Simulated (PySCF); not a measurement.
# C4H9NSi2: what the fields show

Input file:

```
{"job": {"kind": "uv", "xc": "PBE0", "basis": "def2-SVPD", "nstates": 8, "ntriplets": 3}, "charge": 0, "multiplicity": 1}
N     -3.503958     1.431271    -1.218926
C     -2.565734     0.840902    -0.917665
C     -1.408305     0.151775    -0.518814
C     -1.483171    -0.622408     0.819615
Si    -0.336170     0.861708     0.897306
C      1.537531     0.634539     0.797284
Si     2.171288    -0.934768    -0.084507
H     -0.926090    -0.365025    -1.340592
H     -2.450225    -0.585056     1.303292
H     -1.101156    -1.633100     0.776259
H     -0.848905     2.063013     1.539666
H      1.927338     0.644683     1.814856
H      1.965890     1.508760     0.306717
H      1.656548    -2.117403     0.608505
H      1.722402    -0.928803    -1.477894
H      3.635116    -0.941144    -0.049028
```

Command:

```sh
OMP_NUM_THREADS=1 python probes_run.py task.json out
```

Geometry: GFN2-xTB.

Method: PBE0/def2-SVPD, SCF density, gas phase (PySCF).

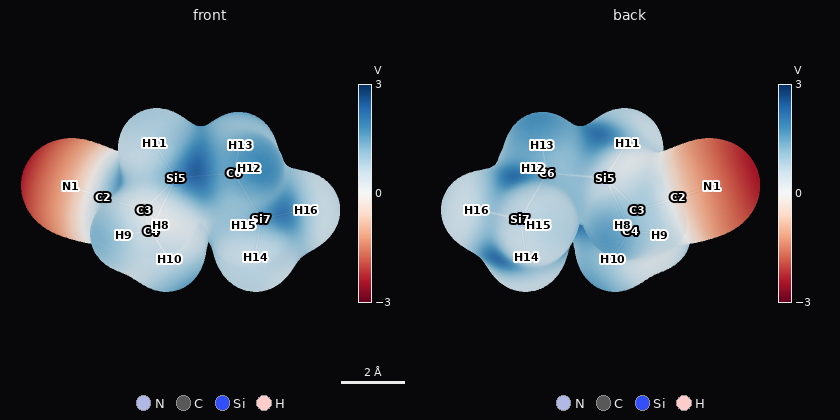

Figure 1. The electrostatic potential painted on the density surface at 0.004 e/bohr³, seen from the front and from behind; the colour scale runs from red (negative) to blue (positive).

### Where is the surface potential most negative and most positive?

The most negative region (about −2.4 V) lies over N1, the most positive (about +2.3 V) over Si5 and Si7. N1 is the likeliest acceptor of a hydrogen bond.

### How polar is the molecule by this calculation?

Its dipole moment is 5.65 D.

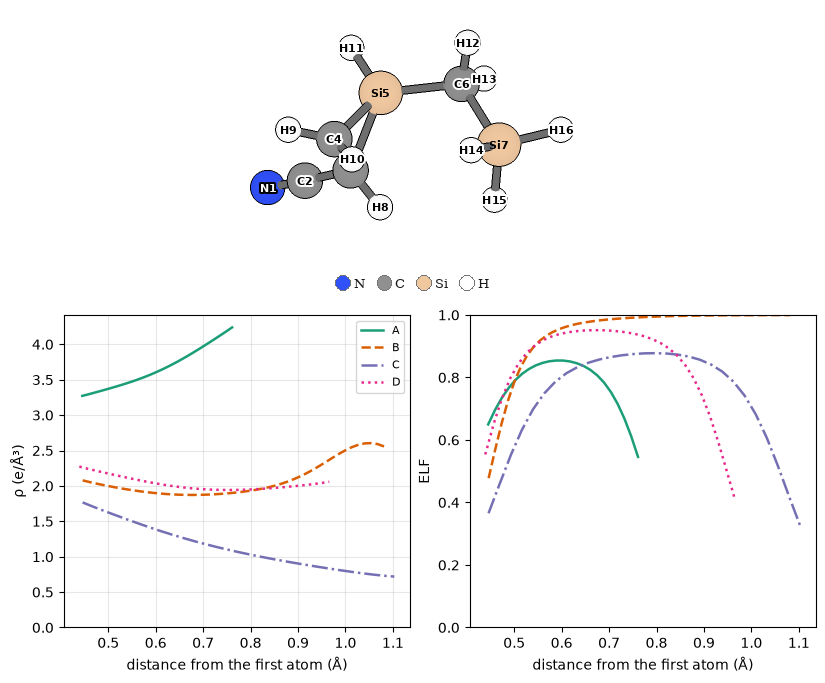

Figure 2. Total electron density and electron localisation function along straight lines between neighbouring atoms. The curves leave out the atomic cores. The structure is drawn too.

### Which curve belongs to which contact (C–C, C–H, C–N and C–Si)? The first atom named is at distance zero.

Curve A: C–N (1.15 Å): the density is about 3.5 e/Å³ at the midpoint; the ELF peaks at about 0.85 between the atoms: a multiple bond. Curve B: C–H (1.08 Å): ρ at the midpoint is about 1.9 e/Å³; the ELF climbs to about 1 towards the hydrogen, as it does in any bond to H: an ordinary covalent bond to hydrogen. Curve C: C–Si (1.88 Å): the density is about 0.86 e/Å³ at the midpoint; the ELF peaks at about 0.90 between the atoms (a shared electron pair). Curve D: C–C (1.40 Å): the density is about 2 e/Å³ at the midpoint; the ELF peaks at about 0.95 between the atoms; a covalent bond.
